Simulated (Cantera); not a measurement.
Charge: 1 mol SF₆, 1 mol O₂, 2.9 mol H₂, equilibrated at 1.00 bar.

These are equilibrium values from Cantera (NASA tables, ideal gas, pure condensed phases), not measurements of a reactor. Candidate condensed phases: H₂O, H₂SO₄, S; 43 gas species. The tables' values for SOF₂ are old estimates; treat these amounts as uncertain. Kinetics and transport are ignored.

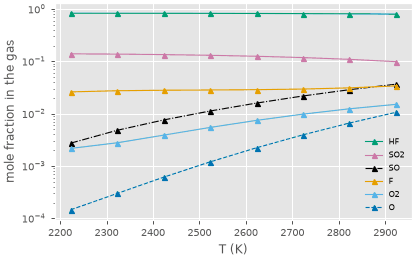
*Equilibrium gas composition (values under 1e-9 drawn at 1e-9)*

Read off the mole fractions at 2523 K.

HF about 0.82, SO₂ about 0.13, F about 0.028, SO about 0.011, O₂ about 0.0054, O about 0.0012.
